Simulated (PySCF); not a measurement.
C$_{7}$H$_{10}$OSi

Input file:

```
{"job": {"kind": "nmr", "xc": "PBE0", "basis": "pcSseg-1"}, "charge": 0, "multiplicity": 1}
C      1.141975     0.460396    -2.833418
C      1.618809    -0.133268    -1.886388
C      2.126860    -0.833252    -0.744784
C      1.423222    -2.155353    -0.322556
Si     1.156051    -0.766126     0.872334
C     -0.412722     0.177124     0.903377
C     -0.905564     0.721151     2.033124
O     -2.014258     1.448572     2.179589
C     -2.783393     1.711575     1.034082
H      0.745625     0.978099    -3.686147
H      3.221866    -0.844081    -0.671083
H      0.598698    -2.469545    -0.971805
H      2.096881    -2.980316    -0.066889
H      1.928937    -0.769244     2.141714
H     -0.930369     0.314160    -0.051055
H     -0.404812     0.609256     3.001614
H     -3.628321     2.332664     1.355342
H     -3.165554     0.778491     0.585176
H     -2.196691     2.255747     0.273988
```

Launched as:

```sh
OMP_NUM_THREADS=1 python probes_run.py task.json out
```

Geometry: PBE0-D3(BJ)/def2-SVP.

The calculation used PBE0/pcSseg-1, SCF density, gas phase, non-relativistic in PySCF 2.14.0.

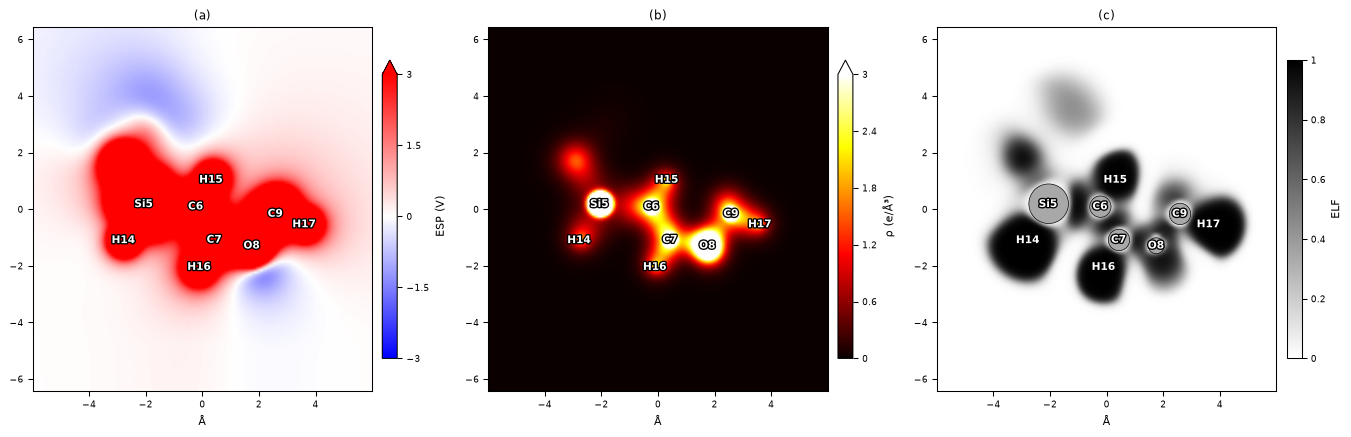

Figure 1. (a) electrostatic potential; (b) total electron density; (c) electron localisation function on the plane of atoms Si5, C6 and C7. Grey discs cover the atomic cores in the ELF map.

Question: Read the bonding off the picture.

Answer:
- Atoms in the plane: Si, C, O and H.
- C–O (1.33 Å): ρ at the midpoint is about 2.4 e/Å³; the ELF peaks at about 0.90 between the atoms; a polar covalent bond.
- C–Si (1.83 Å): ρ at the midpoint is about 0.98 e/Å³; the ELF peaks at about 0.95 between the atoms, as expected for a shared electron pair.
- C–H (1.09 Å): ρ at the midpoint is about 1.9 e/Å³; the ELF climbs to about 1 towards the hydrogen, as it does in any bond to H (a covalent bond by its length).
- C–C (1.35 Å): ρ is about 2.2 e/Å³ halfway; the ELF peaks at about 0.90 between the atoms; a covalent bond.
- C–O (1.40 Å): the density is about 2.1 e/Å³ at the midpoint, with its minimum of 1.8 e/Å³ about 0.5 Å from C; the ELF peaks at about 0.90 between the atoms; a shared but strongly polarised pair.
- The ELF also peaks beside O8, away from the bonds: lone-pair regions.
- Outside the dense part of the molecule the potential is most negative (−1.3 V) near O8.

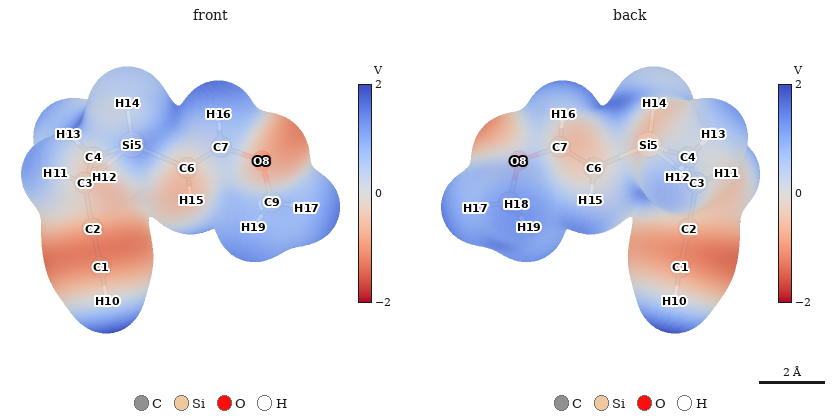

Figure 2. The electrostatic potential painted on the density surface at 0.004 e/bohr³, seen from the front and from behind; red is negative and blue positive.

Question: Describe the electrostatic potential map.

Answer: The most negative region (about −1.3 V) lies over C1 and C2, the most positive (about +1.8 V) over H10.
